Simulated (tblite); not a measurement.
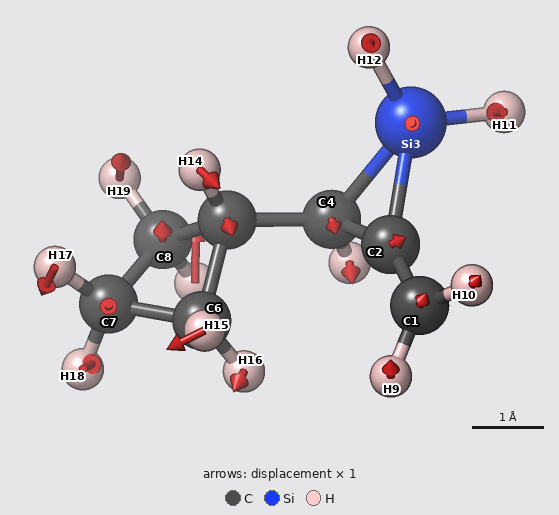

A relaxation of C$_{7}$H$_{12}$Si. The starting structure is drawn; red arrows show the displacements, at their true length. The two geometries are superimposed by the best rigid fit.

A ball-and-stick model, seen at a tilt.

Method: tblite, GFN2-xTB geometry optimisation, gas phase. 

> Which element moves most?

Hydrogen: up to 0.83 Å, against 0.38 Å for carbon.

> What happened in the run?

The energy falls by 22.3 kcal/mol in 108 geometry steps. The largest move after the best rigid fit is that of an H atom, 0.83 Å. By element the largest moves are H 0.83 Å, C 0.38 Å, Si 0.27 Å. Near-neighbour distances that change, for instance: C–Si 1.857 → 1.909 Å, C–C 1.361 → 1.314 Å, C–C 1.490 → 1.535 Å, C–H 1.118 → 1.088 Å. Bond angles that change, for instance: C–C–C 152.5° → 136.9°, C–C–Si 141.0° → 154.4°, C–C–C 107.0° → 116.5°. Groups turn about C–C by about 25°, C–C by about 25°, C–C by about 20°. Cost: 0.86 s on 1 thread of Arm Neoverse V1, on a shared host.
